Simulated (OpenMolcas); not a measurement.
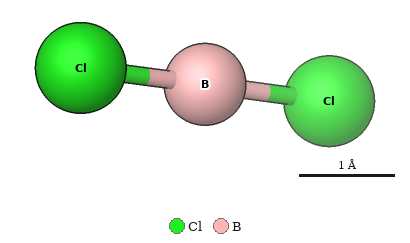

Figure 1. The input geometry (ball-and-stick view, seen at a tilt). Bond lengths as drawn: B–Cl 1.57 Å.

# Single-point calculation, with input and output: BCl₂ (charge +2)

- system: BCl₂, charge +2, multiplicity 2
- method: PBE0/STO-3G, UKS (OpenMolcas 26.06)

The geometry is that of the parent species in another charge or spin state. The geometry comes from this level: GFN2-xTB.

## Input file
```
&gateway
baslib
$CurrDir
basisset
Cl.STO-3G....
Cl1 -1.238380 0.766480 -0.591300 angstrom
Cl3 1.237640 -0.767840 0.590740 angstrom
End of Basis
basisset
B.STO-3G....
B2 0.000740 0.001360 0.000550 angstrom
End of Basis
&seward
gridinput
Grid=UltraFine
End of Grid
&scf
uhf
charge
2
spin
2
ksdft
PBE0
thresholds
1e-10 1e-07 1e-07 1e-05
prorbitals
1 1
```

Run on 1 thread of Arm Neoverse V1, 24 GiB of memory available, shared host.

Launched with:
```bash
export MOLCAS_MEM=1860
pymolcas test.input > test.log
```

## The program's output
```
--- Start Module: gateway ---

                                              &GATEWAY

                       available to each process: 1.9 GB of memory, 1 thread

 Basis Set     1 Label: CL.STO-3G....
 Basis set is read from library:.
 basistype.tbl is not found

 Basis Set     2 Label: B.STO-3G....
 Basis set is read from library:.
 basistype.tbl is not found

++    Symmetry information:
      ---------------------

                    Character Table for C1

                             E
                    a        1  x, y, xy, Rz, z, xz, Ry, yz, Rx, I
--

++    Basis set information:
      ----------------------

      Basis set label: CL.STO-3G.........

      Electronic valence basis set:
      ------------------
      Associated Effective Charge  17.000000 au
      Associated Actual Charge     17.000000 au
      Nuclear Model: Point charge

      Shell  nPrim  nBasis  Cartesian Spherical Contaminant
         s       9       3        X
         p       6       2        X

      Basis set label: B.STO-3G.........

      Electronic valence basis set:
      ------------------
      Associated Effective Charge   5.000000 au
      Associated Actual Charge      5.000000 au
      Nuclear Model: Point charge

      Shell  nPrim  nBasis  Cartesian Spherical Contaminant
         s       6       2        X
         p       3       1        X
--

++    Molecular structure info:
      -------------------------

                    ************************************************
                    **** Cartesian Coordinates / bohr, angstrom ****
                    ************************************************

     Center  Label                x              y              z                     x              y              z
        1      CL1             -2.340199       1.448437      -1.117395             -1.238380       0.766480      -0.591300
        2      CL3              2.338801      -1.451007       1.116337              1.237640      -0.767840       0.590740
        3      B2               0.001398       0.002570       0.001039              0.000740       0.001360       0.000550

                    ***************************************
                    *    InterNuclear Distances / bohr    *
                    ***************************************

               1 CL1           2 CL3           3 B2
    1 CL1      0.000000
    2 CL3      5.940486        0.000000
    3 B2       2.970607        2.969886        0.000000

                    *******************************************
                    *    InterNuclear Distances / angstrom    *
                    *******************************************

               1 CL1           2 CL3           3 B2
    1 CL1      0.000000
    2 CL3      3.143570        0.000000
    3 B2       1.571978        1.571596        0.000000

                    **************************************
                    *    Valence Bond Angles / degree    *
                    **************************************
                          Atom centers                 Phi
                      1 CL1      3 B2       2 CL3      179.82
--

            Nuclear Potential Energy            105.88352184 au

--- Stop Module: gateway /rc=_RC_ALL_IS_WELL_ ---

--- Start Module: seward ---

                                              &SEWARD

                       available to each process: 1.9 GB of memory, 1 thread

               SEWARD will generate:
                  Multipole Moment integrals up to order  2
                  Kinetic Energy integrals
                  Nuclear Attraction integrals (point charge)
                  One-Electron Hamiltonian integrals
                  Velocity integrals
                  Orbital angular momentum around ( -0.0004  -0.0008  -0.0003 )
                  Velocity quadrupole around ( -0.0004  -0.0008  -0.0003 )
                  Two-Electron Repulsion integrals

                   Integrals are discarded if absolute value <: 1.00E-14
                   Integral cutoff threshold is set to       <: 1.00E-16

            Nuclear Potential Energy            105.88352184 au

      Basis set specifications :
      Symmetry species         a
      Basis functions           23

--- Stop Module: seward /rc=_RC_ALL_IS_WELL_ ---

--- Start Module: scf ---

                                                &SCF

                       available to each process: 1.9 GB of memory, 1 thread

++    Input section:
      --------------

      Header of the integral files:

      Cartesian coordinates in angstrom:
      -----------------------------------------------------
      No.  Label        X            Y            Z
      -----------------------------------------------------
       1   CL1       -1.23838000   0.76648000  -0.59130000
       2   CL3        1.23764000  -0.76784000   0.59074000
       3   B2         0.00074000   0.00136000   0.00055000
      -----------------------------------------------------
      Nuclear repulsion energy =  105.88352184
--

++    Orbital specifications:
      -----------------------

      Symmetry species               1
                                     a
      Frozen orbitals                0
      Start temperature = 0.500
      End temperature   = 0.010
      Temperature Factor= 0.460
      Deleted orbitals               0
      Total number of orbitals      23
      Number of basis functions     23
--

      Molecular charge                           2.000

      Numerical integration parameters
      --------------------------------
      Radial quadrature type:                         MHL
      Size of radial grid:                            99
      Lebedev angular grid:                           41
      Angular grid pruned with the crowding factor:  1.00E+10
                                 and fading factor:  1.00E+01
      Screening threshold for integral computation:   1.00E-11
      Radial quadrature accuracy:                     1.00E-25
      Maximum batch size:                             128
      AO values are stored on disk
      The same grid will be used for all iterations.

      DFT functional specifications
      -----------------------------
      Using Libxc version: 6.2.2
      Please cite the following reference:
      S. Lehtola, C. Steigemann, M. J.T. Oliveira, and M. A.L. Marques.,  SoftwareX 7, 1–5 (2018) doi:10.1016/j.softx.2017.11.002

      * PBEH (PBE0)

++    Optimization specifications:
      ----------------------------

      SCF Algorithm: Conventional USCF
      D(i)-D(i-1) density differences are used
      Number of density matrices in core                 5
      Maximum number of NDDO SCF iterations            400
      Maximum number of HF SCF iterations              400
      Threshold for SCF energy change             1.00E-10
      Threshold for density matrix                1.00E-07
      Threshold for Fock matrix                   1.00E-07
      Threshold for linear dependence             1.00E-09
      Threshold at which DIIS is turned on        1.50E-01
      Maximum depth in the DIIS procedure                5
      Maximum depth in the BFGS Hessian update          30
      Threshold at which QNR/C2DIIS is turned on  7.50E-02
      Threshold for Norm(delta) (QNR/C2DIIS)      1.00E-05
      All orbitals punched on: UHFORB
--

      Input vectors read from INPORB
      Orbital file label: *Guess orbitals

++ Convergence information
                               UHF PBE0       iterations: Energy and convergence statistics

Iter     Tot. PBE0       One-elec.       Two-elec.     Energy      Max Dij or  Max Fij      DNorm      TNorm      AccCon     Time
         Energy          Energy          Energy        Change      Delta Norm                                                in Sec.
   1  -930.795470275 -1514.948867771   478.269875658   0.00E+00    1.61E-01*   5.72E-01*    1.11E+01   1.30E+02   None         0.
   2  -932.611970809 -1518.177471631   479.681978984  -1.82E+00*   5.73E-01*   2.37E-01*    5.39E+00   1.30E+02   EDIIS        0.
   3  -932.638031425 -1514.517420363   475.995867100  -2.61E-02*   1.02E-01*   1.50E-01*    3.15E+00   1.30E+02   EDIIS        0.
   4  -933.411529329 -1518.003614010   478.708562843  -7.73E-01*   5.41E-01*   1.21E-01*    2.18E+00   1.30E+02   EDIIS        0.
   5  -933.314477098 -1514.921634595   475.723635659   9.71E-02*   2.74E-02*   8.15E-02*    2.33E+00   1.30E+02   EDIIS        0.
   6  -933.557028263 -1516.750306214   477.309756113  -2.43E-01*   2.46E-02*   5.39E-03*    5.53E-01   1.30E+02   EDIIS        0.
   7  -933.557521640 -1516.746613444   477.305569965  -4.93E-04*   1.15E-02*   2.36E-03*    7.60E-02   1.30E+02   EDIIS        0.
   8  -933.557578574 -1516.744631908   477.303531497  -5.69E-05*   3.37E-02*   4.42E-03*    4.25E-02   1.30E+02   EDIIS        0.
   9  -933.557275234 -1516.746904182   477.306107110   3.03E-04*   8.89E-03*   2.44E-03*    7.09E-02   1.30E+02   EDIIS        0.
  10  -933.557637505 -1516.746019789   477.304860446  -3.62E-04*   2.22E-02*   3.04E-03*    5.43E-02   1.30E+02   EDIIS        0.
  11  -933.576510646 -1516.750339256   477.290306771  -1.89E-02*   9.06E-02*   9.96E-03*    1.46E+00   1.30E+02   EDIIS        0.
  12  -933.577059434 -1516.743082385   477.282501113  -5.49E-04*   1.48E-01*   1.70E-02*    1.76E-01   1.30E+02   EDIIS        0.

       Fermi aufbau procedure completed!
      nOcc(alpha)=   19
      nOcc(beta) =   18

  13  -933.575945912 -1516.748275492   477.288807741   1.11E-03*   1.33E-02*   6.44E-03*    2.33E-01   1.30E+02   c2DIIS       0.
  14  -933.577822171 -1516.745917349   477.284573340  -1.88E-03*   3.18E-02*   1.82E-03*    3.54E-02   1.30E+02   QNRc2DIIS    0.
  15  -933.577790252 -1516.744038729   477.282726639   3.19E-05*   1.84E-02*   3.27E-03*    4.22E-02   1.30E+02   QNRc2DIIS    0.
  16  -933.577844966 -1516.744736400   477.283369596  -5.47E-05*   3.01E-03*   2.18E-04*    2.56E-02   1.30E+02   QNRc2DIIS    0.
  17  -933.577845521 -1516.745703439   477.284336080  -5.55E-07*   3.94E-04*   8.81E-05*    4.67E-03   1.30E+02   QNRc2DIIS    0.
  18  -933.577845558 -1516.745070140   477.283702744  -3.68E-08*   4.67E-04*   2.35E-05*    6.28E-04   1.30E+02   QNRc2DIIS    0.
  19  -933.577845567 -1516.745037853   477.283670448  -8.69E-09*   4.05E-05*   2.48E-06*    6.79E-04   1.30E+02   QNRc2DIIS    0.
  20  -933.577845567 -1516.745041992   477.283674587  -8.89E-11    4.87E-06    3.42E-07*    6.19E-05   1.30E+02   QNRc2DIIS    0.
  21  -933.577845567 -1516.745042275   477.283674871  -2.27E-12    1.49E-06    9.59E-08     8.02E-06   1.30E+02   QNRc2DIIS    0.

       Convergence after  21 Iterations
--

 *****************************************************************************************************************************
 *                                             SCF/KS-DFT Program, Final results                                             *
 *                                                       Final Results                                                       *
 *****************************************************************************************************************************

::    Total KS-DFT energy                            -933.5778455666
      One-electron energy                           -1516.7450422752
      Two-electron energy                             477.2836748705
      Nuclear repulsion energy                        105.8835218380
      Kinetic energy (interpolated)                   912.5871043016
      Virial theorem                                    1.0230013564
      Total spin, S(S+1)                                0.7715072085
      Total spin, S                                     0.5106963978
      Max non-diagonal density matrix element           0.0000007752
      Max non-diagonal Fock matrix element              0.0000000414

      All orbitals with orbital energies smaller than  E(LUMO)+0.5 are printed

++    Molecular orbitals:
      -------------------

      Title: UKS-DFT orbitals (alpha)

      Molecular orbitals for symmetry species 1: a

          Orbital            1         2         3         4         5         6         7         8         9        10
          Energy         -101.5653 -101.5652  -10.2199  -10.2197   -7.9674   -7.9670   -7.9665   -7.9663   -7.9537   -7.9533
          Occ. No.          1.0000    1.0000    1.0000    1.0000    1.0000    1.0000    1.0000    1.0000    1.0000    1.0000

          Orbital           11        12        13        14        15        16        17        18        19        20
          Energy           -7.4695   -1.5635   -1.5459   -1.1155   -1.0869   -1.0610   -1.0338   -1.0072   -0.9711   -0.6071
          Occ. No.          1.0000    1.0000    1.0000    1.0000    1.0000    1.0000    1.0000    1.0000    1.0000    0.0000

          Orbital           21        22        23
          Energy           -0.5999   -0.4830   -0.1437
          Occ. No.          0.0000    0.0000    0.0000

--

      All orbitals with orbital energies smaller than  E(LUMO)+0.5 are printed

++    Molecular orbitals:
      -------------------

      Title: UKS-DFT orbitals (beta)

      Molecular orbitals for symmetry species 1: a

          Orbital            1         2         3         4         5         6         7         8         9        10
          Energy         -101.5623 -101.5622  -10.2159  -10.2157   -7.9642   -7.9641   -7.9553   -7.9549   -7.9515   -7.9512
          Occ. No.          1.0000    1.0000    1.0000    1.0000    1.0000    1.0000    1.0000    1.0000    1.0000    1.0000

          Orbital           11        12        13        14        15        16        17        18        19        20
          Energy           -7.4729   -1.5395   -1.5180   -1.1038   -1.0727   -1.0261   -1.0020   -0.9567   -0.8757   -0.6043
          Occ. No.          1.0000    1.0000    1.0000    1.0000    1.0000    1.0000    1.0000    1.0000    0.0000    0.0000

          Orbital           21        22
          Energy           -0.6024   -0.4841
          Occ. No.          0.0000    0.0000

--

++    Molecular charges:
      ------------------

      Mulliken charges per centre and basis function type
      ---------------------------------------------------

                            CL1                     CL3                     B2
                     alpha        beta       alpha        beta       alpha        beta
      1s           2.9993      2.9919      2.9993      2.9919      1.3244      1.3552
      2px          1.7546      1.6548      1.7550      1.6539      0.2900      0.3287
      2pz          1.8557      1.7892      1.8558      1.7887      0.2428      0.2791
      2py          1.8477      1.4160      1.8467      1.4181      0.2286      0.3326
      Total        8.4573      7.8519      8.4569      7.8526      2.0858      2.2956
      Total             16.3092                 16.3095                  4.3814

      Charge            0.6908                  0.6905                  0.6186

      Total electronic charge=   37.000000

      Total            charge=    2.000000
--

++    Molecular orbitals:
      -------------------

      Title: Natural orbitals

      Molecular orbitals for symmetry species 1: a

          Orbital            1         2         3         4         5         6         7         8         9        10
          Energy         -101.5637 -101.5637  -10.2178  -10.2171   -7.9613   -7.9610   -7.9653   -7.9650   -7.9526   -7.9522
          Occ. No.          2.0000    2.0000    2.0000    2.0000    2.0000    2.0000    2.0000    2.0000    2.0000    2.0000

          Orbital           11        12        13        14        15        16        17        18        19        20
          Energy           -7.4702   -1.3114   -1.1467   -0.9639   -1.4659   -1.3508   -1.0299   -1.0293   -0.9415   -0.6069
          Occ. No.          2.0000    2.0000    2.0000    2.0000    1.9999    1.9998    1.9996    1.9900    1.0000    0.0100

          Orbital           21        22        23
          Energy           -0.6022   -0.4837   -0.1414
          Occ. No.          0.0004    0.0002    0.0001

--

++    Molecular properties:
      ---------------------

      Charge (e):
                      =    2.0000
      Dipole Moment (debye):
      Origin of the operator (angstrom)=   -0.0002   -0.0004   -0.0002
                   X=  1.4940E-03               Y=  8.1560E-03               Z=  1.7123E-03           Total=  8.4666E-03
      Center of Charge (angstrom)
                     X=    0.00010076               Y=    0.00074837               Z=    0.00013647
      Quadrupole Moment (debye*angstrom):
      Origin of the operator (angstrom)=   -0.0002   -0.0004   -0.0002
                  XX= -1.4899E+01              XY= -5.6233E+00              XZ=  5.0056E+00              YY= -2.0023E+01
                  YZ= -2.4975E+00              ZZ= -2.2751E+01
      In traceless form (debye*angstrom)
                  XX=  6.4886E+00              XY= -8.4349E+00              XZ=  7.5084E+00              YY= -1.1980E+00
                  YZ= -3.7463E+00              ZZ= -5.2906E+00
--

--- Stop Module: scf /rc=_RC_ALL_IS_WELL_ ---
--- Module scf spent 5 seconds ---

.##################.
.# Happy landing! #.
.##################.

    Timing: Wall=5.99 User=4.82 System=1.16
```

## Summary

```json
{"quantity": "outcome", "value": "converged"}
{"quantity": "total energy", "value": "−933.577846 hartree"}
{"quantity": "basis functions", "value": "23"}
{"quantity": "⟨S²⟩", "value": "0.772"}
{"quantity": "wall time", "value": "6.3 s"}
{"quantity": "peak memory", "value": "0.37 GiB"}
```
